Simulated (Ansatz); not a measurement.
## Electronic structure of H₆Si₂···NH₃ in real space

Input file:

```
crystal:
  periodic: [false, false, false]
  atoms:
    - {symbol: Si, position_ang: [-1.256617, 0.938640, -0.021319]}
    - {symbol: N, position_ang: [0.383378, -1.519949, 0.951187]}
    - {symbol: H, position_ang: [-2.098789, -0.251247, -0.317267]}
    - {symbol: H, position_ang: [-1.110993, 1.072783, 1.453008]}
    - {symbol: H, position_ang: [-2.009830, 2.136513, -0.497259]}
    - {symbol: H, position_ang: [1.199973, -2.011993, 0.609832]}
    - {symbol: Si, position_ang: [0.825800, 0.786736, -1.069762]}
    - {symbol: H, position_ang: [0.555768, -1.280578, 1.919848]}
    - {symbol: H, position_ang: [-0.392383, -2.170548, 0.931856]}
    - {symbol: H, position_ang: [1.935234, 0.855978, -0.081604]}
    - {symbol: H, position_ang: [0.947365, -0.472399, -1.851832]}
    - {symbol: H, position_ang: [1.021193, 1.916262, -2.026790]}
basis:
  gaussian: {orbitals: def2-TZVPP}
hamiltonian: {xc: pbe0, dispersion: d4}
output: {orbitals: {seedname: orbitals}}
```

Launched as:

```sh
ansatz run in.yaml --threads 4 --pin off --events-out ev --progress --plain --max-ram 9574MiB
```

The product side of a reaction path; geometry: PBE0-D4/def2-TZVP.

These are results of RKS PBE0-D4/def2-TZVPP in Ansatz 0.2.0, not measurements.

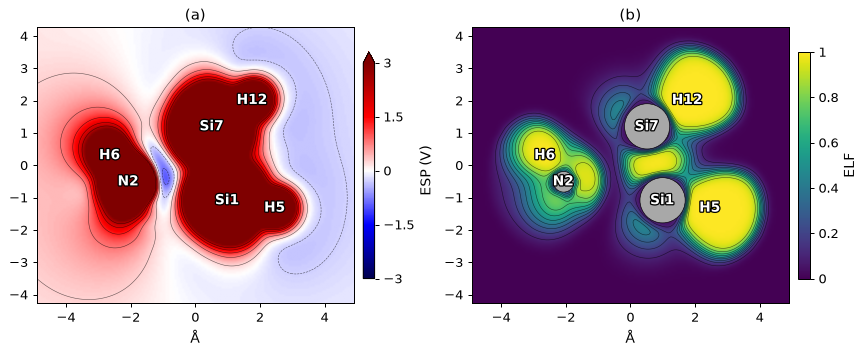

Figure 1. (a) molecular electrostatic potential; (b) ELF on the plane of atoms H5, Si1 and Si7. Grey discs cover the atomic cores in the ELF map.

> Interpret the plot.

- The plane passes through Si, N and H nuclei.
- Si7···N2 (3.10 Å): the ELF is about 0.05 at the midpoint.
- Si–Si (2.34 Å): the ELF peaks at about 1 between the atoms (localised, covalent bonding).
- N–H (1.01 Å): the ELF climbs to about 1 towards the hydrogen, as it does in any bond to H (an ordinary covalent bond to hydrogen).
- Si–H (1.49 Å): the ELF climbs to about 1 towards the hydrogen.
- Outside the dense part of the complex the potential is most negative (−0.8 V) near N2.

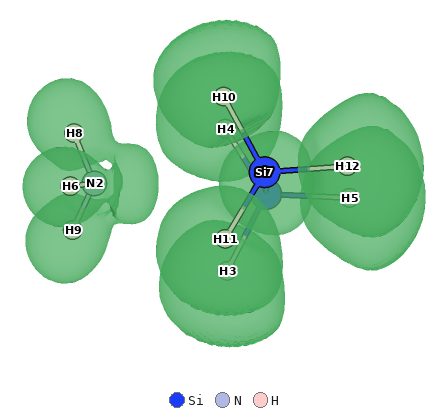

Figure 2. Isosurface of the electron localisation function at 0.8 (green), seen from one side. Only the valence region is drawn (cores and ρ < 0.01 e/Å³ removed).

> Where are the electrons localised?

The ELF exceeds this value in one region between bonded Si–Si atoms (shared pairs), six regions around hydrogen nuclei and one joined region spread over several atoms (H, N), in which their bonds and any lone pairs are merged.

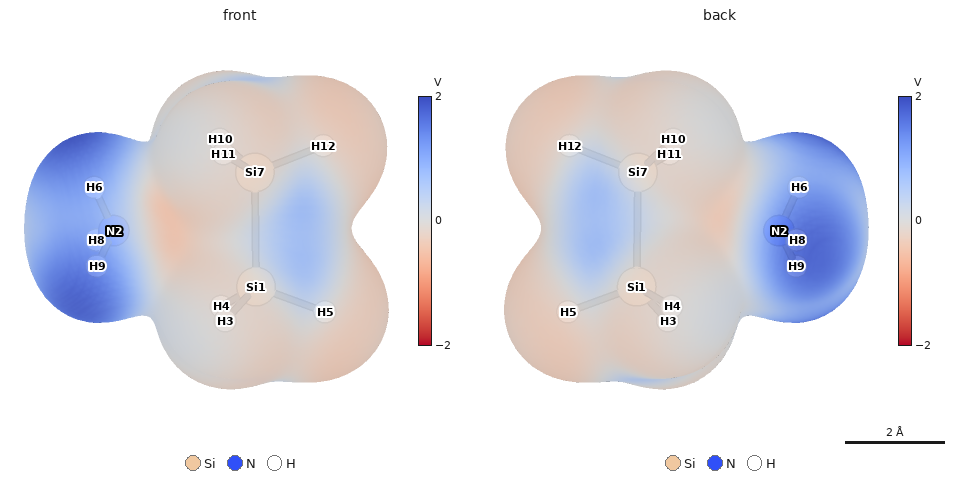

Figure 3. The electrostatic potential painted on the density surface at 0.002 e/bohr³, seen from the front and from behind; red is negative and blue positive.

> Where is the surface potential most negative and most positive?

The most negative region (about −0.4 V) lies over the gap between the two molecules, near N2, Si7 and H11, the most positive (about +1.8 V) over H6, H8 and H9.
